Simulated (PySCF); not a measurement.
# BrF (SMILES FBr) at CCSD(T)/cc-pVTZ

Aim: the energy change on altering one bond length of BrF at CCSD(T)/cc-pVTZ, from 2 runs. 

The results are computed with PySCF 2.14.0.

7 further runs of the same task are left out: 7 set aside as unsound or not needed.

**1. The structure to begin with**

The species is BrF (2 atoms), meant as a singlet with charge 0. As SMILES, `FBr`. The coordinates come from a GFN2-xTB relaxation.

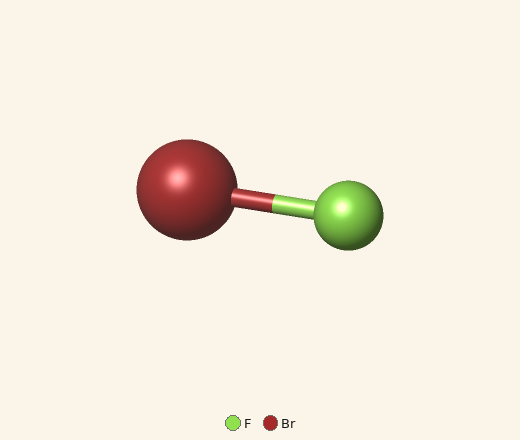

The structure, seen from a chosen angle (fluorine green, bromine red).

**2. The energy at CCSD(T)/cc-pVTZ**

input.xyz reads:

```xyz
2
BrF
F      0.000000     0.000000     0.000000
Br     0.000000     0.000000     1.799940
```

run.py reads:

```python
from pyscf import gto, cc

molecule = gto.Mole()
molecule.atom = 'input.xyz'
molecule.spin = 0
molecule.verbose = 3
molecule.max_memory = 1860
molecule.basis = 'cc-pvtz'
molecule.build()

mf = molecule.RHF()
mf.conv_tol = 1e-10
mf.kernel()
if not mf.converged:
    mf = mf.newton().run(mf.mo_coeff, mf.mo_occ)

mycc = cc.CCSD(mf, frozen=10)
mycc.kernel()
e_t = mycc.ccsd_t()
e_tot = mycc.e_tot + e_t
print(f'total energy: {e_tot:.8f} hartree')
```

The run is started by

```bash
$ OMP_NUM_THREADS=1 python run.py
```

What it wrote:

```text
converged SCF energy = -2671.86249113309
E(CCSD) = -2672.354430983722  E_corr = -0.4919398506340553
CCSD(T) correction = -0.0174057859385152
total energy: -2672.37183677 hartree
```

Run time: 5.4 s. Hardware: 1 thread of Intel Xeon 6975P-C (Granite Rapids), shared host; peak memory 0.27 GiB.

**3. The distorted shape, same level**

job.py reads:

```python
from pyscf import gto, scf, cc

mol = gto.M(
    atom=[
    ('F', (0.000000, 0.000000, -0.899960)),
    ('Br', (0.000000, 0.000000, 1.799940)),
],
    verbose=4,
    basis='cc-pvtz',
    spin=0,
    max_memory=1860,
)

calc0 = scf.RHF(mol)
calc0.conv_tol = 1e-10
calc0.kernel()
if not calc0.converged:
    calc0 = calc0.newton().run(calc0.mo_coeff, calc0.mo_occ)

mycc = cc.CCSD(calc0, frozen=10)
mycc.kernel()
e_t = mycc.ccsd_t()
e_final = mycc.e_tot + e_t
print('E = %.10f Eh' % e_final)
```

The run is started by

```bash
$ OMP_NUM_THREADS=1 python job.py
```

What it wrote:

```text
PySCF version 2.14.0

[INPUT] num. atoms = 2
[INPUT] num. electrons = 44
[INPUT] charge = 0
[INPUT] spin (= nelec alpha-beta = 2S) = 0
[INPUT] symmetry False subgroup None
[INPUT] Mole.unit = angstrom
[INPUT] Symbol           X                Y                Z      unit          X                Y                Z       unit  Magmom
[INPUT]  1 F      0.000000000000   0.000000000000  -0.899960000000 AA    0.000000000000   0.000000000000  -1.700677923064 Bohr   0.0
[INPUT]  2 Br     0.000000000000   0.000000000000   1.799940000000 AA    0.000000000000   0.000000000000   3.401393640650 Bohr   0.0

nuclear repulsion = 61.7396279268862
number of shells = 19
number of NR pGTOs = 153
number of NR cGTOs = 73
basis = cc-pvtz
ecp = {}

[... 41 lines left out ...]
converged SCF energy = -2671.70973156279
[... 12 lines left out ...]
Init t2, MP2 energy = -2672.24117122558  E_corr(MP2) -0.531439662790619
[... 17 lines left out ...]
CCSD converged
[... 2 lines left out ...]
E = -2672.2964497921 Eh
```

Wall time 5.7 s (1 thread of Intel Xeon 6975P-C (Granite Rapids), shared host); peak memory 0.25 GiB.

**4. Outcome**

Level: CCSD(T)/cc-pVTZ, 10 core orbitals frozen.

| quantity | value |
| --- | --- |
| first shape: total energy | -2672.37184 Eh |
| first shape: dipole moment (Hartree–Fock density) | 1.91 D |
| first shape: HOMO energy (Hartree–Fock orbitals) | -12.41 eV |
| first shape: LUMO energy (Hartree–Fock orbitals) | 0.55 eV |
| first shape: HOMO–LUMO gap (Hartree–Fock orbitals) | 12.96 eV |
| first shape: correlation energy (10 core orbitals frozen) | -509.3 mEh |
| first shape: (T) correction | -17.41 mEh |
| first shape: T1 diagnostic | 0.010 |
| distorted shape: total energy | -2672.29645 Eh |
| distorted shape: dipole moment (Hartree–Fock density) | 4.36 D |
| distorted shape: HOMO energy (Hartree–Fock orbitals) | -13.04 eV |
| distorted shape: LUMO energy (Hartree–Fock orbitals) | -4.38 eV |
| distorted shape: HOMO–LUMO gap (Hartree–Fock orbitals) | 8.66 eV |
| distorted shape: correlation energy (10 core orbitals frozen) | -586.7 mEh |
| distorted shape: (T) correction | -42.53 mEh |
| distorted shape: T1 diagnostic | 0.036 |
| energy change with the F1–Br2 bond stretched from 1.800 to 2.700 Å | 2.051 eV |

What this shows: One bond (distorted shape) is far stretched, which a spin-restricted single reference describes badly; perturbation theory on it can break down and give far too much correlation. With the F1–Br2 bond stretched from 1.800 to 2.700 Å the energy rises by 2.05 eV (198 kJ/mol). The first shape isn't relaxed at this level, so the change isn't measured from a minimum. A restricted reference can't describe the breaking bond well at this length. The triples (first shape) make up 3.4 % of the correlation energy. The T1 diagnostic (distorted shape) of 0.036 is above the customary mark for such species, so a single reference may not serve. The triples (distorted shape) make up 7.2 % of the correlation energy.
